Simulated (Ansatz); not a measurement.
# C2H7AlClN: up Jacob's ladder to CCSD(T), part 2 of 2

Ansatz 0.2.0, Gaussian basis; functionals in def2-TZVPP, the program's frozen cores in correlated methods. The steps go on from the part before.

## 13. BHLYP-D4 (hybrid)

Input file in.yaml:

```yaml
crystal:
  periodic: [false, false, false]
  atoms:
    - {symbol: C, position_ang: [-1.496809, 0.749895, 0.896260]}
    - {symbol: N, position_ang: [-0.182444, 1.176994, 0.468142]}
    - {symbol: Al, position_ang: [1.062592, 0.253305, -0.369084]}
    - {symbol: C, position_ang: [0.878936, -1.602885, -0.893025]}
    - {symbol: Cl, position_ang: [2.834519, 1.316362, -0.787220]}
    - {symbol: H, position_ang: [-2.298113, 1.331044, 0.424786]}
    - {symbol: H, position_ang: [-1.658448, -0.296389, 0.625565]}
    - {symbol: H, position_ang: [-1.626057, 0.824184, 1.982481]}
    - {symbol: H, position_ang: [0.000341, 2.141362, 0.702950]}
    - {symbol: H, position_ang: [1.000436, -1.712890, -1.974500]}
    - {symbol: H, position_ang: [-0.092421, -2.020923, -0.618563]}
    - {symbol: H, position_ang: [1.654467, -2.215257, -0.423892]}
basis:
  gaussian: {orbitals: def2-TZVPP}
hamiltonian: {xc: {name: BHLYP}, dispersion: d4}
output: {orbitals: {seedname: orbitals}}
```

On the command line:

```
$ ansatz run in.yaml --threads 4 --pin off --events-out ev --progress --plain --max-ram 10444MiB
```

The log of the run:

```text
Functional definition: BHLYP
  name "BHLYP"
  cite "Becke, J. Chem. Phys. 98, 1372 (1993) doi:10.1063/1.464304"
  cite "Becke, Phys. Rev. A 38, 3098 (1988) doi:10.1103/PhysRevA.38.3098"
  cite "Lee, Yang & Parr, Phys. Rev. B 37, 785 (1988) doi:10.1103/PhysRevB.37.785"
  parameter a = 0.5
  exchange = (1 - a)*b88_x + a*exact_x
  correlation = lyp_c
1673 factors; their error is unknown
mean field evaluation 1: about -22791.6067 eV, gradient 6.6e1 eV
mean field evaluation 2: about -22790.1515 eV, gradient 6.9e1 eV
mean field evaluation 4: about -22800.8001 eV, gradient 2.9e0 eV
mean field evaluation 8: about -22800.8210 eV, gradient 2.6e-2 eV
mean field evaluation 16: about -22800.9239 eV, gradient 5.0e-5 eV
mean field -22800.92387577 eV, -837.9184974133 hartree, gradient 5.0e-5 eV, S^2 0.000000; 0 other end points of the search recorded, 0 dependent functions left out
reference -22800.92408772 eV, -837.9185052022 hartree; 28, 28 occupied and 247, 247 virtual orbitals, 1673 factors
Total energy: -22801.22578384 eV, -837.9295923300 hartree
```

Wall time 4.1 s (4 threads of Arm Neoverse V1, shared host); peak memory 0.77 GiB.

Atomisation energy: 4274.7 kJ/mol (free atoms -22756.922 eV, run apart). HOMO -8.17 eV, LUMO 0.70 eV.

## 14. CAM-B3LYP-D4 (range-separated)

Changes to in.yaml since step 13:

```diff
@@ -17,3 +17,3 @@
   gaussian: {orbitals: def2-TZVPP}
-hamiltonian: {xc: {name: BHLYP}, dispersion: d4}
+hamiltonian: {xc: {name: CAM-B3LYP}, dispersion: d4}
 output: {orbitals: {seedname: orbitals}}
```

Same command.

The log of the run (excerpt; [...] marks lines left out):

```text
Functional definition: CAM-B3LYP
  name "CAM-B3LYP"
  cite "Yanai, Tew & Handy, Chem. Phys. Lett. 393, 51 (2004) doi:10.1016/j.cplett.2004.06.011"
  cite "Iikura, Tsuneda, Yanai & Hirao, J. Chem. Phys. 115, 3540 (2001) doi:10.1063/1.1383587"
  cite "Becke, Phys. Rev. A 38, 3098 (1988) doi:10.1103/PhysRevA.38.3098"
  cite "Lee, Yang & Parr, Phys. Rev. B 37, 785 (1988) doi:10.1103/PhysRevB.37.785"
  cite "Vosko, Wilk & Nusair, Can. J. Phys. 58, 1200 (1980) doi:10.1139/p80-159"
[...]
  # Exact exchange under (alpha + beta erf(omega r))/r, Becke's under what is left of 1/r.
[...]
1529 factors; their error is unknown
380 factors; integrals over basis functions are off by at most 1.4e-5 eV
[...]
mean field -22801.72538660 eV, -837.9479523930 hartree, gradient 6.0e-5 eV, S^2 0.000000; 0 other end points of the search recorded, 0 dependent functions left out
reference -22801.72553986 eV, -837.9479580250 hartree; 28, 28 occupied and 247, 247 virtual orbitals, 1529 factors
Total energy: -22801.93465414 eV, -837.9556428331 hartree
```

Wall time 4.7 s (4 threads of Arm Neoverse V1, shared host); peak memory 0.84 GiB.

Atomisation energy: 4392.8 kJ/mol (free atoms -22756.406 eV, run apart). HOMO -8.33 eV, LUMO 0.87 eV.

## 15. LC-ωPBE (range-separated)

Changes to in.yaml since step 14:

```diff
@@ -17,3 +17,3 @@
   gaussian: {orbitals: def2-TZVPP}
-hamiltonian: {xc: {name: CAM-B3LYP}, dispersion: d4}
+hamiltonian: {xc: {name: LC-wPBE}}
 output: {orbitals: {seedname: orbitals}}
```

The command is unchanged.

The log of the run (excerpt; [...] marks lines left out):

```text
Functional definition: LC-wPBE
  name "LC-wPBE"
  cite "Vydrov & Scuseria, J. Chem. Phys. 125, 234109 (2006) doi:10.1063/1.2409292"
  cite "Heyd & Scuseria, J. Chem. Phys. 120, 7274 (2004) doi:10.1063/1.1668634"
  cite "Ernzerhof & Perdew, J. Chem. Phys. 109, 3313 (1998) doi:10.1063/1.476928"
  cite "Perdew, Burke & Ernzerhof, Phys. Rev. Lett. 77, 3865 (1996) doi:10.1103/PhysRevLett.77.3865"
  parent pbe
[...]
1491 factors; their error is unknown
469 factors; integrals over basis functions are off by at most 2.3e-5 eV
[...]
mean field -22795.24072079 eV, -837.7096453200 hartree, gradient 6.1e-5 eV, S^2 0.000000; 0 other end points of the search recorded, 0 dependent functions left out
reference -22795.24072080 eV, -837.7096453202 hartree; 28, 28 occupied and 247, 247 virtual orbitals, 1491 factors
Total energy: -22795.24072080 eV, -837.7096453202 hartree
```

Run time: 3.4 s. Hardware: 4 threads of Arm Neoverse V1, shared host; peak memory 0.55 GiB.

With the free atoms at this level, -22750.040 eV in sum, the atomisation energy is 4361.2 kJ/mol. HOMO -9.72 eV, LUMO 2.10 eV.

## 16. ωB97X-V (range-separated)

Changes to in.yaml since step 15:

```diff
@@ -17,3 +17,3 @@
   gaussian: {orbitals: def2-TZVPP}
-hamiltonian: {xc: {name: LC-wPBE}}
+hamiltonian: {xc: {name: wB97X-V}}
 output: {orbitals: {seedname: orbitals}}
```

Launched as before.

The log of the run (excerpt; [...] marks lines left out):

```text
Functional definition: wB97X-V
  name "wB97X-V"
  cite "Mardirossian & Head-Gordon, Phys. Chem. Chem. Phys. 16, 9904 (2014) doi:10.1039/C3CP54374A"
  cite "Becke, J. Chem. Phys. 107, 8554 (1997) doi:10.1063/1.475007"
  cite "Vydrov & Van Voorhis, J. Chem. Phys. 133, 244103 (2010) doi:10.1063/1.3521275"
[...]
      + integral(e_c_pw_opposite_spin*poly(b97_u_opposite, cos0, cos1)) + vv10(b, c)
1526 factors; their error is unknown
357 factors; integrals over basis functions are off by at most 2.4e-5 eV
[...]
mean field -22799.07502034 eV, -837.8505532294 hartree, gradient 4.9e-5 eV, S^2 0.000000; 0 other end points of the search recorded, 0 dependent functions left out
reference -22799.07501806 eV, -837.8505531456 hartree; 28, 28 occupied and 247, 247 virtual orbitals, 1526 factors
Total energy: -22799.07501806 eV, -837.8505531456 hartree
```

Wall time 11 s (4 threads of Arm Neoverse V1, shared host); peak memory 0.9 GiB.

Atomisation energy: 4387.9 kJ/mol (free atoms -22753.598 eV, run apart). HOMO -9.35 eV, LUMO 1.87 eV.

## 17. ωB97M-V (range-separated)

Changes to in.yaml since step 16:

```diff
@@ -17,3 +17,3 @@
   gaussian: {orbitals: def2-TZVPP}
-hamiltonian: {xc: {name: wB97X-V}}
-output: {orbitals: {seedname: orbitals}}
+hamiltonian: {xc: {name: wB97M-V}}
+output: {forces: true, orbitals: {seedname: orbitals}}
```

Same command.

The log of the run (excerpt; [...] marks lines left out):

```text
Functional definition: wB97M-V
  name "wB97M-V"
  cite "Mardirossian & Head-Gordon, J. Chem. Phys. 144, 214110 (2016) doi:10.1063/1.4952647"
  cite "Becke, J. Chem. Phys. 107, 8554 (1997) doi:10.1063/1.475007"
  cite "Vydrov & Van Voorhis, J. Chem. Phys. 133, 244103 (2010) doi:10.1063/1.3521275"
  # Of w^i u^j: cxij and so on, Table III.
[...]
  gx(w, u) = 1 - cx + cx01*u + cx10*w
  gss(w, u) = css00 + css04*u^4 + css10*w + css20*w^2 + css43*w^4*u^3
  gos(w, u) = cos00 + cos10*w + (cos20 + cos21*u)*w^2 + (cos60 + cos61*u)*w^6
[...]
      + integral(e_c_pw_mod_opposite_spin*gos(b97_w_opposite, b97_u_opposite)) + vv10(b, c)
1510 factors; their error is unknown
357 factors; integrals over basis functions are off by at most 2.4e-5 eV
[...]
Atom 2 at     1.062592     0.253305    -0.369084 Å, force    -0.029123    -0.062103    -0.007160 eV/Å
Atom 3 at     0.878936    -1.602885    -0.893025 Å, force    -0.003536    -0.034486    -0.009608 eV/Å
Atom 4 at     2.834519     1.316362    -0.787220 Å, force     0.041568     0.021792    -0.010917 eV/Å
Atom 5 at    -2.298113     1.331044     0.424786 Å, force     0.072878    -0.057380     0.045339 eV/Å
Atom 6 at    -1.658448    -0.296389     0.625565 Å, force     0.010223     0.071362     0.018814 eV/Å
Atom 7 at    -1.626057     0.824184     1.982481 Å, force     0.009181    -0.009235    -0.102255 eV/Å
Atom 8 at     0.000341     2.141362     0.702950 Å, force    -0.013739    -0.029439    -0.003661 eV/Å
Atom 9 at     1.000436    -1.712890    -1.974500 Å, force    -0.012060     0.003386     0.083045 eV/Å
Atom 10 at    -0.092421    -2.020923    -0.618563 Å, force     0.075092     0.020790    -0.024935 eV/Å
Atom 11 at     1.654467    -2.215257    -0.423892 Å, force    -0.062617     0.042525    -0.036928 eV/Å
Dipole moment:    -0.413830    -0.141277     0.132471 e Å
```

Run time: 16 s. Hardware: 4 threads of Arm Neoverse V1, shared host; peak memory 1.1 GiB.

Atomisation energy: 4392.7 kJ/mol (free atoms -22754.617 eV, run apart). HOMO -9.25 eV, LUMO 1.48 eV.

## 18. B2PLYP (double hybrid)

Changes to in.yaml since step 17:

```diff
@@ -17,3 +17,2 @@
   gaussian: {orbitals: def2-TZVPP}
-hamiltonian: {xc: {name: wB97M-V}}
-output: {forces: true, orbitals: {seedname: orbitals}}
+hamiltonian: {xc: {name: B2PLYP}}
```

The command is unchanged.

The log of the run (excerpt; [...] marks lines left out):

```text
Functional definition: B2PLYP
  name "B2PLYP"
  cite "Grimme, J. Chem. Phys. 124, 034108 (2006) doi:10.1063/1.2148954"
  cite "Becke, Phys. Rev. A 38, 3098 (1988) doi:10.1103/PhysRevA.38.3098"
  cite "Lee, Yang & Parr, Phys. Rev. B 37, 785 (1988) doi:10.1103/PhysRevB.37.785"
[...]
1599 factors; integrals over basis functions are off by at most 1.1e-3 eV
[...]
mean field -22785.75692891 eV, -837.3611223967 hartree, gradient 9.8e-6 eV, S^2 0.000000; 0 other end points of the search recorded, 0 dependent functions left out
13 core orbitals not correlated: weight in the atoms' cores, before any rotation towards them, 1.000 or more for the frozen orbitals, at most 0.000 for the correlated occupied ones
reference -22785.75712750 eV, -837.3611296946 hartree; 15, 15 occupied and 247, 247 virtual orbitals, 1599 factors
second order -27.38227401 eV of doubles, -0.00000000 eV of singles
Total energy: -22793.15034148 eV, -837.6328252972 hartree
```

Wall time 7 s (4 threads of Arm Neoverse V1, shared host); peak memory 0.73 GiB.

With the free atoms at this level, -22748.280 eV in sum, the atomisation energy is 4329.3 kJ/mol.

## 19. PBE-QIDH (double hybrid)

Changes to in.yaml since step 18:

```diff
@@ -17,2 +17,2 @@
   gaussian: {orbitals: def2-TZVPP}
-hamiltonian: {xc: {name: B2PLYP}}
+hamiltonian: {xc: {name: PBE-QIDH}}
```

Launched as before.

The log of the run (excerpt; [...] marks lines left out):

```text
Functional definition: PBE-QIDH
  name "PBE-QIDH"
  cite "Brémond, Sancho-García, Pérez-Jiménez & Adamo, J. Chem. Phys. 141, 031101 (2014) doi:10.1063/1.4890314"
  cite "Perdew, Burke & Ernzerhof, Phys. Rev. Lett. 77, 3865 (1996) doi:10.1103/PhysRevLett.77.3865"
[...]
1599 factors; integrals over basis functions are off by at most 1.1e-3 eV
[...]
mean field -22777.83620923 eV, -837.0700413172 hartree, gradient 9.4e-6 eV, S^2 0.000000; 0 other end points of the search recorded, 0 dependent functions left out
13 core orbitals not correlated: weight in the atoms' cores, before any rotation towards them, 1.000 or more for the frozen orbitals, at most 0.000 for the correlated occupied ones
reference -22777.83622400 eV, -837.0700418599 hartree; 15, 15 occupied and 247, 247 virtual orbitals, 1599 factors
second order -25.42789127 eV of doubles, -0.00000000 eV of singles
Total energy: -22786.31218775 eV, -837.3815277828 hartree
```

It took 7.5 s on 4 threads of Arm Neoverse V1, shared host; peak memory 0.73 GiB.

With the free atoms at this level, -22741.228 eV in sum, the atomisation energy is 4349.9 kJ/mol.

## 20. Frontier levels by functional

Dipoles come from the runs that computed forces. Levels, from each run's orbital file:

```tsv
functional	HOMO (eV)	LUMO (eV)	gap (eV)	dipole (D)
LDA (SPW92)	-5.74	-0.94	4.80	
PBE-D4	-5.60	-0.74	4.85	2.23
revPBE-D4	-5.54	-0.63	4.91	
BLYP-D4	-5.48	-0.70	4.78	
r2SCAN-D4	-5.85	-0.33	5.52	2.25
B97M-V	-5.92	-0.60	5.32	
PBE0-D4	-6.92	0.04	6.96	
B3LYP-D4	-6.69	-0.24	6.46	2.23
r2SCANh-D4	-6.34	-0.08	6.27	
r2SCAN0-D4	-7.10	0.29	7.39	
HSE06-D4	-6.51	-0.32	6.19	
BHLYP-D4	-8.17	0.70	8.87	
CAM-B3LYP-D4	-8.33	0.87	9.19	
LC-ωPBE	-9.72	2.10	11.82	
ωB97X-V	-9.35	1.87	11.22	
ωB97M-V	-9.25	1.48	10.74	2.19
```

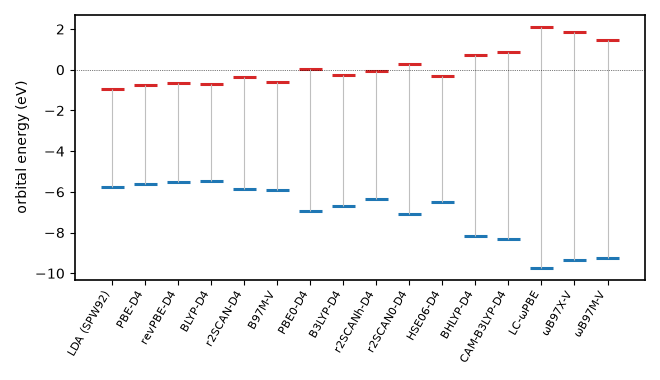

Highest occupied (blue) and lowest empty (red) level by functional.

## 21. CCSD(T) in def2-SVP

Changes to in.yaml since step 19:

```diff
@@ -16,3 +16,3 @@
 basis:
-  gaussian: {orbitals: def2-TZVPP}
-hamiltonian: {xc: {name: PBE-QIDH}}
+  gaussian: {orbitals: def2-SVP}
+correlation: {method: ccsd_t}
```

Launched as before.

The log of the run (excerpt; [...] marks lines left out):

```text
Functional definition: HF
  name "HF"
  cite "Fock, Z. Phys. 61, 126 (1930) doi:10.1007/BF01340294"
  parent pbe
[...]
1116 factors; integrals over basis functions are off by at most 1.4e-3 eV
[...]
mean field -22734.48993219 eV, -835.4770950172 hartree, gradient 1.2e-6 eV, S^2 0.000000; 0 other end points of the search recorded, 0 dependent functions left out
13 core orbitals not correlated: weight in the atoms' cores, before any rotation towards them, 1.000 or more for the frozen orbitals, at most 0.000 for the correlated occupied ones
reference -22734.48993219 eV, -835.4770950172 hartree; 15, 15 occupied and 85, 85 virtual orbitals, 1116 factors
second order -17.70478596 eV of doubles, -0.00000000 eV of singles
cycle   1  -18.74871948 eV  change    -1.0e0 eV  update   8.7e-2
[...]
cycle   9  -19.26670401 eV  change    6.3e-6 eV  update   1.4e-5
perturbative correction -0.49356147 eV, -0.0181380495 hartree
Total energy: -22754.25019766 eV, -836.2032713794 hartree
```

It took 7 s on 4 threads of Arm Neoverse V1, shared host; peak memory 0.54 GiB.

## 22. CCSD(T) in def2-TZVPP

Changes to in.yaml since step 21:

```diff
@@ -16,3 +16,4 @@
 basis:
-  gaussian: {orbitals: def2-SVP}
+  gaussian: {orbitals: def2-TZVPP}
 correlation: {method: ccsd_t}
+output: {orbitals: {seedname: orbitals}}
```

Launched as before.

The log of the run (excerpt; [...] marks lines left out):

```text
Functional definition: HF
  name "HF"
  cite "Fock, Z. Phys. 61, 126 (1930) doi:10.1007/BF01340294"
  parent pbe
[...]
1599 factors; integrals over basis functions are off by at most 1.1e-3 eV
[...]
mean field -22745.25316461 eV, -835.8726365132 hartree, gradient 3.5e-6 eV, S^2 0.000000; 0 other end points of the search recorded, 0 dependent functions left out
13 core orbitals not correlated: weight in the atoms' cores, before any rotation towards them, 1.000 or more for the frozen orbitals, at most 0.000 for the correlated occupied ones
reference -22745.25316461 eV, -835.8726365132 hartree; 15, 15 occupied and 247, 247 virtual orbitals, 1599 factors
second order -22.61742463 eV of doubles, -0.00000000 eV of singles
cycle   1  -23.47210876 eV  change   -8.5e-1 eV  update   8.9e-2
[...]
cycle   9  -24.06138462 eV  change   -5.9e-6 eV  update   1.7e-5
perturbative correction -0.94309716 eV, -0.0346581814 hartree
Total energy: -22770.25764639 eV, -836.7915342700 hartree
```

It took 3.9 min on 4 threads of Arm Neoverse V1, shared host; peak memory 7.2 GiB.

## 23. MP2 in def2-QZVPP

Changes to in.yaml since step 22:

```diff
@@ -16,4 +16,3 @@
 basis:
-  gaussian: {orbitals: def2-TZVPP}
-correlation: {method: ccsd_t}
-output: {orbitals: {seedname: orbitals}}
+  gaussian: {orbitals: "def2-QZVPP.json"}
+correlation: {method: mp2}
```

The command is unchanged.

The log of the run:

```text
Functional definition: HF
  name "HF"
  cite "Fock, Z. Phys. 61, 126 (1930) doi:10.1007/BF01340294"
  parent pbe
  exchange = exact_x
  correlation = 0
3067 factors; integrals over basis functions are off by at most 8.9e-4 eV
mean field evaluation 1: about -22741.1409 eV, gradient 4.5e1 eV
mean field evaluation 2: about -22741.2451 eV, gradient 4.5e1 eV
mean field evaluation 4: about -22745.9080 eV, gradient 4.3e0 eV
mean field evaluation 8: about -22745.9756 eV, gradient 2.6e-1 eV
mean field -22745.97598729 eV, -835.8991997567 hartree, gradient 2.2e-6 eV, S^2 0.000000; 0 other end points of the search recorded, 0 dependent functions left out
13 core orbitals not correlated: weight in the atoms' cores, before any rotation towards them, 1.000 or more for the frozen orbitals, at most 0.000 for the correlated occupied ones
reference -22745.97598729 eV, -835.8991997567 hartree; 15, 15 occupied and 493, 493 virtual orbitals, 3067 factors
second order -24.33854454 eV of doubles, -0.00000000 eV of singles
Total energy: -22770.31453183 eV, -836.7936247712 hartree
```

Run time: 29 s. Hardware: 4 threads of Arm Neoverse V1, shared host; peak memory 3.4 GiB.

Energy pieces by basis (eV):

```tsv
basis	HF	MP2 correlation	CCSD correlation	(T)	total
def2-SVP	-22734.4899	-17.7048	-19.2667	-0.4936	-22754.2502
def2-TZVPP	-22745.2532	-22.6174	-24.0614	-0.9431	-22770.2576
def2-QZVPP	-22745.9760	-24.3385			-22770.3145 (MP2)
```

The report of the def2-TZVPP run gives T1 = 0.0099.

## 24. Extrapolating to the complete basis

No new run: Hartree-Fock is extrapolated as exp(−7.88√X) and correlation as X^−2.97, with X = 3 and 4; only MP2 was run in the larger set, so CCSD(T) minus MP2 is added from the smaller one.

```tsv
level	energy at the limit (eV)
HF	-22746.0755
MP2	-22771.6890
CCSD	-22773.1330
CCSD(T)	-22774.0761
```

## 25. RPA on PBE orbitals

Changes to in.yaml since step 23:

```diff
@@ -16,3 +16,4 @@
 basis:
-  gaussian: {orbitals: "def2-QZVPP.json"}
-correlation: {method: mp2}
+  gaussian: {orbitals: def2-TZVPP}
+hamiltonian: {xc: pbe}
+correlation: {method: rpa}
```

Launched as before.

The log of the run (excerpt; [...] marks lines left out):

```text
Functional definition: PBE
  name "PBE"
  cite "Perdew, Burke & Ernzerhof, Phys. Rev. Lett. 77, 3865 (1996) doi:10.1103/PhysRevLett.77.3865"
  parent pbe
[...]
1599 factors; integrals over basis functions are off by at most 1.1e-3 eV
[...]
mean field -22789.18241514 eV, -837.4870066937 hartree, gradient 2.8e-6 eV, S^2 0.000000; 0 other end points of the search recorded, 0 dependent functions left out
13 core orbitals not correlated: weight in the atoms' cores, before any rotation towards them, 1.000 or more for the frozen orbitals, at most 0.000 for the correlated occupied ones
reference -22743.82641977 eV, -835.8202046072 hartree; 15, 15 occupied and 247, 247 virtual orbitals, 1599 factors
Total energy: -22781.60320430 eV, -837.2084758326 hartree
```

Wall time 7.5 s (4 threads of Arm Neoverse V1, shared host); peak memory 0.73 GiB.

RPA correlation: -37.777 eV. No RPA run of the hydrogen atom was made, so RPA has no atomisation energy below.

## 26. All levels against the reference

Free atoms (2 C, 1 N, 1 Al, 1 Cl, 7 H) were run apart at each level; the atomisation energy is their sum less the molecule, without zero-point or spin-orbit terms.

Differences are taken before rounding.

```tsv
method	rung	atomisation energy (kJ/mol)	from CCSD(T)/CBS (kJ/mol)	time
LDA (SPW92)	LDA	4931.9	+553.8	1.6 s
PBE-D4	GGA	4432.7	+54.5	3.3 s
revPBE-D4	GGA	4334.0	-44.2	2.6 s
BLYP-D4	GGA	4353.0	-25.2	2.6 s
r2SCAN-D4	meta-GGA	4382.7	+4.6	6.5 s
B97M-V	meta-GGA	4394.7	+16.5	12 s
PBE0-D4	hybrid	4377.5	-0.7	3.9 s
B3LYP-D4	hybrid	4374.1	-4.1	6.5 s
r2SCANh-D4	hybrid	4361.9	-16.3	7 s
r2SCAN0-D4	hybrid	4332.0	-46.2	7 s
HSE06-D4	hybrid	4380.3	+2.2	4.2 s
BHLYP-D4	hybrid	4274.7	-103.5	4.1 s
CAM-B3LYP-D4	range-separated	4392.8	+14.6	4.7 s
LC-ωPBE	range-separated	4361.2	-16.9	3.4 s
ωB97X-V	range-separated	4387.9	+9.7	11 s
ωB97M-V	range-separated	4392.7	+14.5	16 s
B2PLYP	double hybrid	4329.3	-48.8	7 s
PBE-QIDH	double hybrid	4349.9	-28.2	7.5 s
HF/def2-TZVPP	wavefunction	3242.5	-1135.6	
MP2/def2-TZVPP	wavefunction	4319.1	-59.1	
CCSD/def2-TZVPP	wavefunction	4207.3	-170.8	
CCSD(T)/def2-SVP	wavefunction	4138.7	-239.5	7 s
CCSD(T)/def2-TZVPP	wavefunction	4263.6	-114.6	3.9 min
MP2/CBS	wavefunction	4433.7	+55.5	
CCSD(T)/CBS	wavefunction	4378.2	0	4.3 min
```

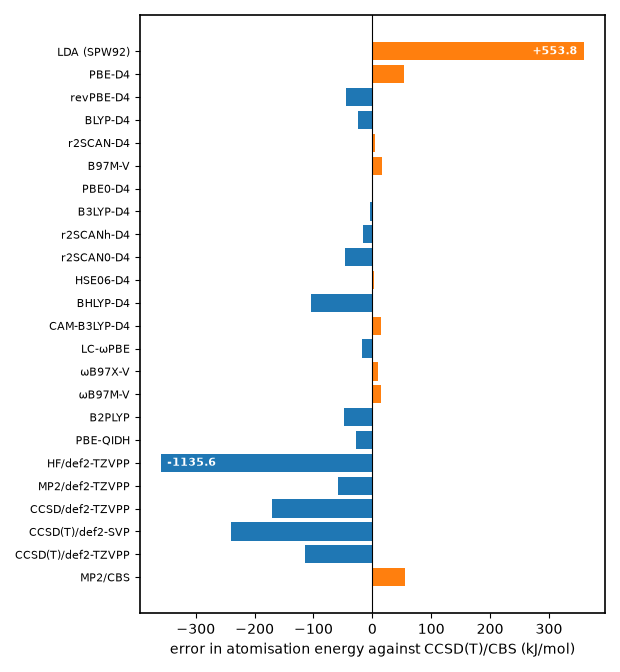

How far each level lands from CCSD(T)/CBS. Bars with a number in them are cut short.

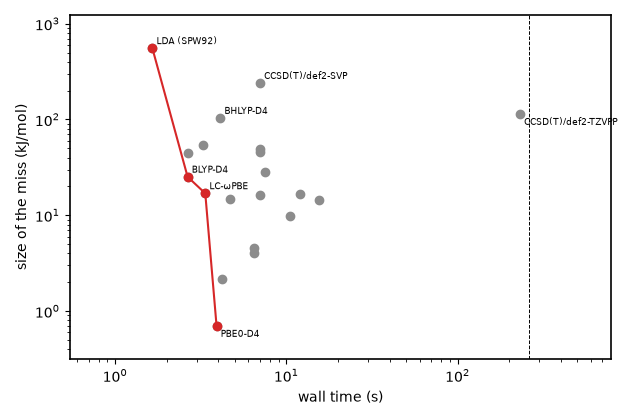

Miss against cost. Red marks the levels that no quicker level drawn beats (of those quicker than the yardstick), and the dashed line is the time of CCSD(T)/CBS. Only those levels and the largest misses are named. Times are from a shared host.

LDA (SPW92), LC-ωPBE, B2PLYP, PBE-QIDH carry no dispersion term (for B3LYP, D4 adds 36.9 kJ/mol).

Times are those of the molecule's run; HF, MP2 and CCSD come out of the CCSD(T) runs, and the limit's time is the sum of the runs that it needs.

## 27. What came out

This closing draws on all 2 parts.

| quantity | value |
| --- | --- |
| atomisation energy, CCSD(T)/CBS | 4378.2 kJ/mol |
| functionals within 21.9 kJ/mol (0.5 %) | r2SCAN-D4, B97M-V, PBE0-D4, B3LYP-D4, r2SCANh-D4, HSE06-D4, CAM-B3LYP-D4, LC-ωPBE, ωB97X-V, ωB97M-V |
| farthest beyond LDA | BHLYP-D4 (-103.5 kJ/mol) |
| mean size of error, GGA | 41.3 kJ/mol |
| mean size of error, meta-GGA | 10.5 kJ/mol |
| mean size of error, hybrid | 28.8 kJ/mol |
| mean size of error, range-separated | 13.9 kJ/mol |
| mean size of error, double hybrid | 38.5 kJ/mol |
| gap, smallest and largest | 4.78 eV (BLYP-D4), 11.82 eV (LC-ωPBE) |
| T1 diagnostic | 0.0099 |
| triples share of the correlation energy | 3.8 % |

**Reading.** LDA overbinds by 553.8 kJ/mol (13 %). PBE-D4 is off by +54.5 kJ/mol. Double hybrids carry the basis error of their MP2 part in triple zeta, and no dispersion term here, so their miss is partly the set-up's. The rungs meta-GGA, range-separated miss on average by less than the doubt on the reference (21.9 kJ/mol), so they tie. Misses under about 21.9 kJ/mol are within the doubt on the reference itself, which lacks core-valence correlation, relativity and higher excitations. Hartree-Fock recovers 74 % of the binding; the rest is correlation. CCSD(T) in def2-SVP is off by -239.5 kJ/mol, worse than the median functional, from the basis alone. Orbital gaps span 4.8 to 11.8 eV; exact exchange widens them.

PBE0-D4 reaches 0.7 kJ/mol from the reference in 3.9 s, where CCSD(T)/CBS took 4.3 min; the quickest level in the cost chart, LDA (SPW92), takes 1.6 s and misses by 553.8 kJ/mol.
